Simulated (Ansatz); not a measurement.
## Electronic structure of GeHOSi (charge −1) in real space

The calculation's input:

```
crystal:
  periodic: [false, false, false]
  atoms:
    - {symbol: Ge, position_ang: [-0.153308, -1.960165, -1.550518]}
    - {symbol: O, position_ang: [-0.706690, -1.552909, 0.449141]}
    - {symbol: Si, position_ang: [-2.074399, -2.340740, -0.124089]}
    - {symbol: H, position_ang: [-0.898922, -0.611292, -2.130754]}
basis:
  gaussian:
    orbitals: def2-TZVPD
total_charge: -1
hamiltonian:
  xc: {name: PBE0}
output: {forces: true, orbitals: {seedname: orbitals}}
```

Run with:

```sh
ansatz run input.yaml --threads 2 --pin off --max-ram 4350MiB --events-out events.jsonl --progress --plain --runs-dir runs
```

Geometry: PBE-D3(BJ)/def2-SVPD.

The calculation used Ansatz 0.2.0, isolated molecule in a Gaussian basis; Kohn-Sham density functional theory, functional PBE0.

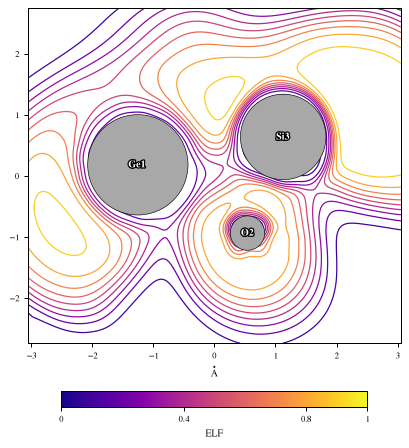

Figure 1. ELF on the plane of atoms O2, Ge1 and Si3. Grey discs cover the atomic cores.

Describe what can be read from this map.

Atoms in the plane: Ge, O and Si.
Si–O (1.68 Å): the ELF peaks at about 0.85 between the atoms, as expected for a polar covalent bond.
Ge–O (2.11 Å): the ELF peaks at about 0.85 in the valence shell of O, 0.6 Å from its nucleus, and is about 0.30 at the midpoint.
Si–Ge (2.42 Å): the ELF peaks at about 0.60 in the valence shell of Si, 1.1 Å from its nucleus, and is about 0.55 at the midpoint.
The ELF also peaks beside O2 and Si3, away from the bonds: lone-pair regions.

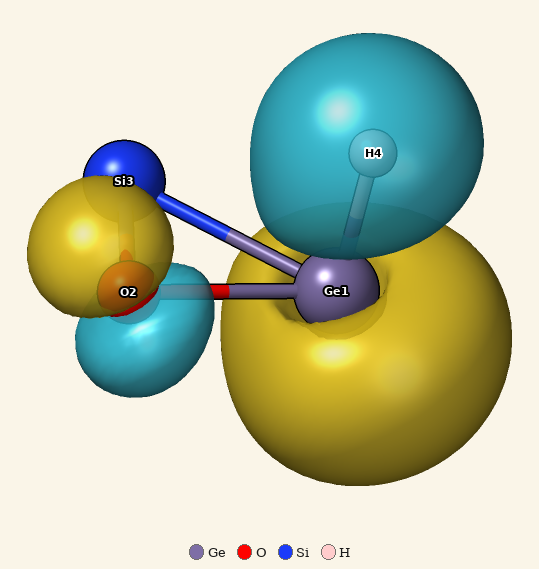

Figure 2. The HOMO−1 at ±0.1 Å⁻³ᐟ² (yellow and cyan are the two phases), seen at a tilt.

Describe this orbital and give its energy.

By Hirshfeld shares it lies mainly on Ge1 (about 60 %), H4 (about 20 %) and O2 (about 15 %). Its energy is −1.54 eV.

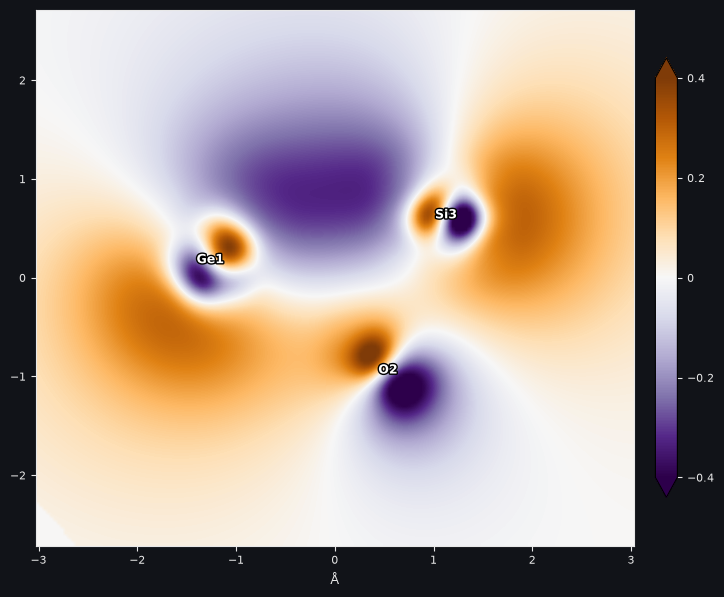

Figure 3. The HOMO on the plane of atoms Ge1, Si3 and O2 (values in Å⁻³ᐟ²; the overall sign is arbitrary).

What is the character of this orbital?

It lies mainly on Ge1 (about 45 %), Si3 (about 45 %) and O2 (about 10 %). Its energy is −0.06 eV.
